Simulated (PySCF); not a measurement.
**CH3BrGe (SMILES [CH3][Ge][Br]): CAM-B3LYP/STO-3G**

What is the vertical ionisation energy of CH3BrGe at CAM-B3LYP/STO-3G? 

The calculation is run with PySCF 2.14.0.

## (1) The molecule

The species is CH3BrGe (6 atoms), meant as a singlet with charge 0. SMILES: `[CH3][Ge][Br]`. The coordinates come from a PBE0-D4/def2-TZVP relaxation.

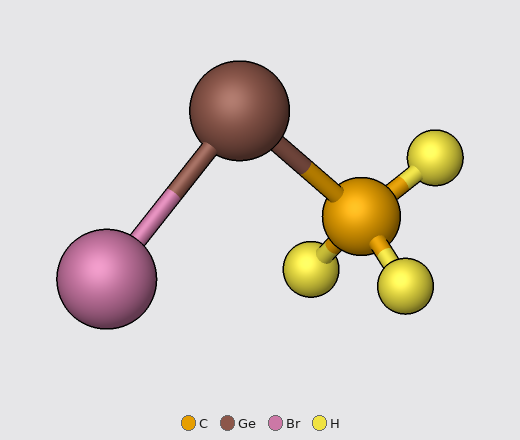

Viewed from a chosen angle; carbon amber, germanium brown, bromine pink, hydrogen yellow.

## (2) A single-point energy at CAM-B3LYP/STO-3G

The input, job.py:

```python
# [CH3][Ge][Br]
from pyscf import gto, dft

mol = gto.M(
    atom='''
C   -0.427600   0.399000  -0.270700
Ge   0.170800  -0.356300   1.464600
Br   1.884400  -1.715100   0.583800
H    0.401600   0.936200  -0.741200
H   -1.269700   1.080800  -0.133600
H   -0.717300  -0.408600  -0.949200
''',
    charge=0,
    basis='sto-3g',
    verbose=3,
    max_memory=1860,
)

mf = dft.RKS(mol, xc='cam-b3lyp')
mf.conv_tol = 1e-10
mf.grids.level = 4
mf.kernel()
if not mf.converged:
    mf = mf.newton().run(mf.mo_coeff, mf.mo_occ)

energy = mf.e_tot
print(f'total energy: {energy:.8f} hartree')
```

Launch:

```console
$ OMP_NUM_THREADS=1 python job.py
```

Standard output:

```text
converged SCF energy = -4638.57426148159
total energy: -4638.57426148 hartree
```

It took 8.1 s on 1 thread of Arm Neoverse V2, shared host; peak memory 0.3 GiB.

## (3) The doublet cation, same level

The input, input.py:

```python
from pyscf import gto, dft

mol = gto.M(
    atom='''
C   -0.427600   0.399000  -0.270700
Ge   0.170800  -0.356300   1.464600
Br   1.884400  -1.715100   0.583800
H    0.401600   0.936200  -0.741200
H   -1.269700   1.080800  -0.133600
H   -0.717300  -0.408600  -0.949200
''',
    spin=1,
    max_memory=1860,
    verbose=3,
    basis='sto-3g',
    charge=1,
)

calc0 = dft.UKS(mol)
calc0.xc = 'cam-b3lyp'
calc0.conv_tol = 1e-10
calc0.grids.level = 4
calc0.kernel()
if not calc0.converged:
    calc0 = calc0.newton().run(calc0.mo_coeff, calc0.mo_occ)

energy = calc0.e_tot
print('E = %.10f Eh' % energy)
```

Launch:

```console
$ OMP_NUM_THREADS=1 python input.py
```

Standard output:

```text
WARN: HOMO -0.537786984460059 >= LUMO -0.537786984460043

converged SCF energy = -4638.32910110953  <S^2> = 0.75581789  2S+1 = 2.0058095
E = -4638.3291011095 Eh
```

It took 16 s on 1 thread of Arm Neoverse V2, shared host; peak memory 0.3 GiB.

## (4) Summary of results

Level: CAM-B3LYP/STO-3G.

```
                                          quantity           value
                     singlet CH3BrGe: total energy  -4638.57426 Eh
                    singlet CH3BrGe: dipole moment          1.76 D
                      singlet CH3BrGe: HOMO energy        -5.04 eV
                      singlet CH3BrGe: LUMO energy         1.41 eV
                    singlet CH3BrGe: HOMO–LUMO gap         6.45 eV
                      doublet cation: total energy  -4638.32910 Eh
doublet cation: HOMO energy (highest over α and β)       -13.34 eV
 doublet cation: LUMO energy (lowest over α and β)        -8.21 eV
                              doublet cation: ⟨S²⟩           0.756
vertical ionisation energy (to the doublet cation)        6.671 eV
```

What this shows: The vertical ionisation energy comes to 6.67 eV (644 kJ/mol). The negative HOMO energy of the first species, 5.04 eV, lies 1.63 eV below that difference. In a minimal basis such a difference can be off by several eV, whatever the method. Mulliken charges (singlet CH3BrGe) run from -0.40 on C1 to +0.40 on Ge2; they depend strongly on the basis.
